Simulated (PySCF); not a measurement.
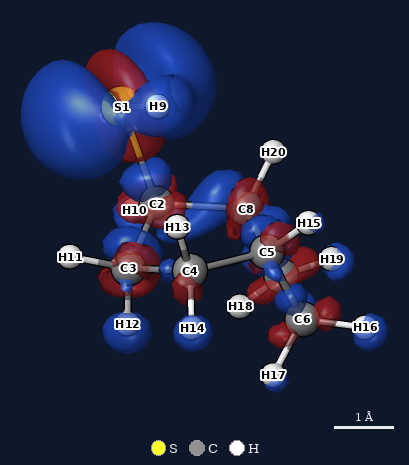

Figure 1: C$_{7}$H$_{12}$S, SMILES `S[CH]1CC[CH]2CC[CH]21`. Fukui function f⁻ = ρ(N) − ρ(N−1) at fixed geometry, surfaces at ±0.02 e/Å³ (blue positive, red negative).

Level of theory: PBE0/6-31+G* (PySCF), at a geometry from GFN2-xTB. No frequency check shows the geometry to be a minimum. GFN2-xTB bond lengths at metals and heavier atoms can be off by up to 0.1 Å and shapes distorted, which carries into these values.

Coordinates in Å:

```
S1       2.3556    0.3642   -0.2362
C2       0.7249    0.3426    0.6044
C3       0.3034   -1.0734    0.9963
C4      -0.4119   -1.6199   -0.2415
C5      -1.1153   -0.4072   -0.8465
C6      -2.3958    0.0403   -0.1191
C7      -1.6683    1.2848    0.4110
C8      -0.3824    0.8444   -0.3125
H9       1.9877   -0.3873   -1.2699
H10      0.8791    0.9896    1.4694
H11      1.1533   -1.6857    1.2947
H12     -0.3899   -1.0171    1.8370
H13      0.3147   -2.0250   -0.9489
H14     -1.1138   -2.4146    0.0093
H15     -1.2181   -0.4858   -1.9281
H16     -3.2292    0.2615   -0.7823
H17     -2.7363   -0.6505    0.6497
H18     -1.5779    1.3357    1.4944
H19     -2.0737    2.2274    0.0502
H20     -0.0121    1.5554   -1.0497
```

**Which atoms respond most to the removal of an electron?**

f⁻ (Hirshfeld-condensed) is largest on S1 (0.49); the vertical ionisation energy is 8.67 eV (the stability of the cation's solution wasn't checked). Condensed values hint at sites of electrophilic attack but needn't mark the atom that reacts. Orbital relaxation makes it negative in places (0.26 e in all).

```json
{"atom": "S1", "f⁻": "+0.49", "charge": "−0.08"}
{"atom": "C2", "f⁻": "+0.03", "charge": "−0.03"}
{"atom": "C3", "f⁻": "+0.03", "charge": "−0.07"}
{"atom": "C4", "f⁻": "+0.01", "charge": "−0.07"}
{"atom": "C5", "f⁻": "+0.02", "charge": "−0.04"}
{"atom": "C6", "f⁻": "+0.03", "charge": "−0.07"}
{"atom": "C7", "f⁻": "+0.03", "charge": "−0.07"}
{"atom": "C8", "f⁻": "+0.03", "charge": "−0.05"}
{"atom": "H9", "f⁻": "+0.07", "charge": "+0.06"}
{"atom": "H10", "f⁻": "+0.03", "charge": "+0.05"}
{"atom": "H11", "f⁻": "+0.02", "charge": "+0.04"}
{"atom": "H12", "f⁻": "+0.03", "charge": "+0.04"}
{"atom": "H13", "f⁻": "+0.01", "charge": "+0.04"}
{"atom": "H14", "f⁻": "+0.03", "charge": "+0.04"}
{"atom": "H15", "f⁻": "+0.02", "charge": "+0.04"}
{"atom": "H16", "f⁻": "+0.03", "charge": "+0.04"}
{"atom": "H17", "f⁻": "+0.02", "charge": "+0.04"}
{"atom": "H18", "f⁻": "+0.02", "charge": "+0.04"}
{"atom": "H19", "f⁻": "+0.03", "charge": "+0.04"}
{"atom": "H20", "f⁻": "+0.02", "charge": "+0.04"}
```
